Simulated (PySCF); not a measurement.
# C3H6FO (SMILES [CH2]C(C)(O)F) (doublet): what the fields show

The calculation's input:

```
{"job": {"kind": "epr"}, "charge": 0, "multiplicity": 2}
C     -0.030474     0.162733     0.355123
C      1.182248    -0.261819    -0.447256
O     -0.098081     1.541904     0.305350
F      0.182615    -0.233522     1.670957
C     -1.303969    -0.474716    -0.092710
H      2.067471     0.239592    -0.030069
H      1.317617    -1.349494    -0.386555
H      1.066701     0.035104    -1.498203
H     -0.914951     1.811020     0.743465
H     -1.672158    -1.369119     0.412425
H     -1.766462    -0.139783    -1.023389
```

Command:

```sh
OMP_NUM_THREADS=1 python cluster_run.py task.json out
```

Geometry: PBE0-D3(BJ)/def2-SVP.

The calculation used UKS B3LYP, IGLO-III on C F O, pcH-1 on H, non-relativistic, mean-field spin-orbit, GIAO (PySCF 2.14.0, density-fitted response routines).

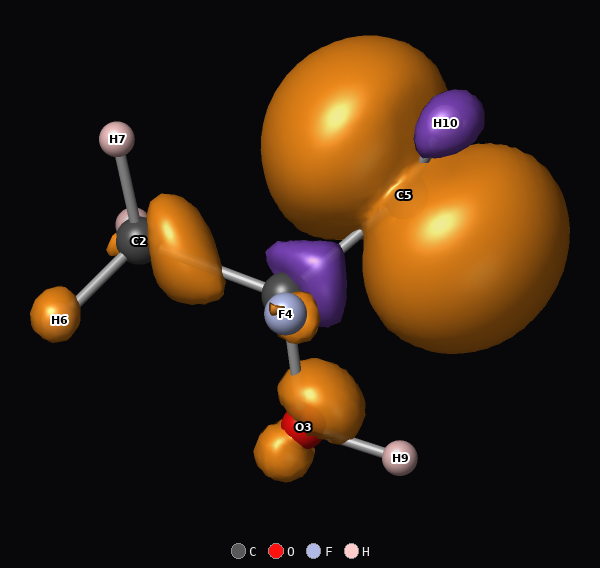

Figure 1. Isosurfaces of the spin density (α minus β) at +0.02 (orange) and −0.02 e/Å³ (purple), seen across its widest extent.

**Describe the spin distribution.**

The unpaired spin (1 electron) lies mostly on C5 (about 0.8), in electrons by Hirshfeld's partition.

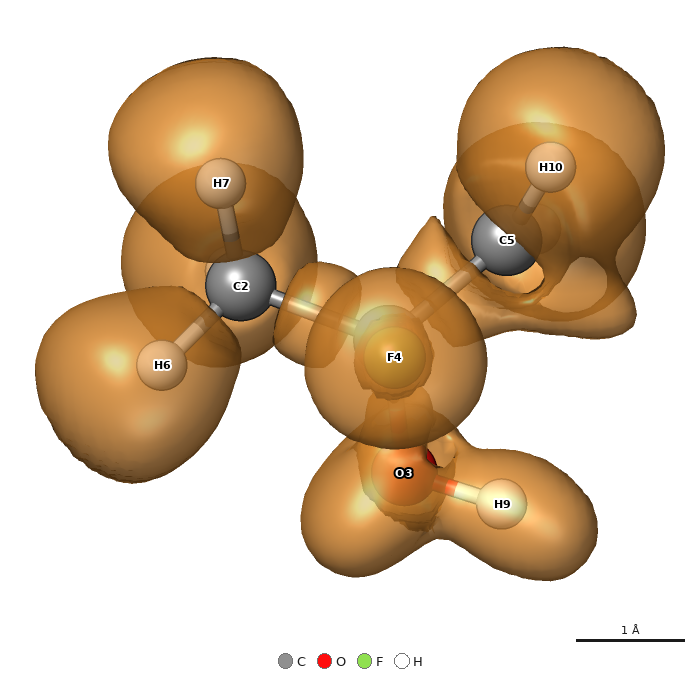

Figure 2. Isosurface of the electron localisation function at 0.75 (orange), seen across its widest extent. Only the valence region is drawn (cores and ρ < 0.01 e/Å³ removed).

**Describe the localisation domains.**

At this value the surface marks out one region between bonded C–C atoms (shared pairs), three regions around hydrogen nuclei, one region on F in which the atom's valence shell and bonds are merged, one joined region spread over several atoms (C, H), in which their bonds and any lone pairs are merged and one joined region spread over several atoms (H, O), in which their bonds and any lone pairs are merged.


C–O (1.38 Å): the ELF peaks at about 0.90 between the atoms, as expected for a shared but strongly polarised pair. C–F (1.39 Å): the ELF peaks at about 0.85 between the atoms, as expected for a polar covalent bond.

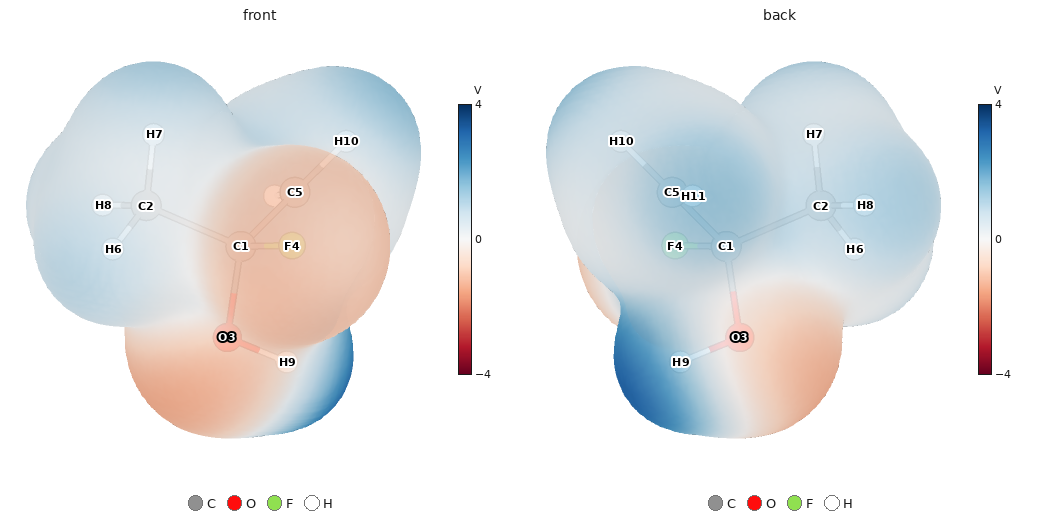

Figure 3. The electrostatic potential painted on the density surface at 0.004 e/bohr³, seen from the front and from behind; the colour scale runs from red (negative) to blue (positive).

**Where is the surface potential most negative and most positive?**

The most negative region (about −1.4 V, or −32 kcal/mol for a unit charge) lies over O3, the most positive (about +3.1 V, or +71 kcal/mol for a unit charge) over H9. O3 is the likeliest acceptor of a hydrogen bond.
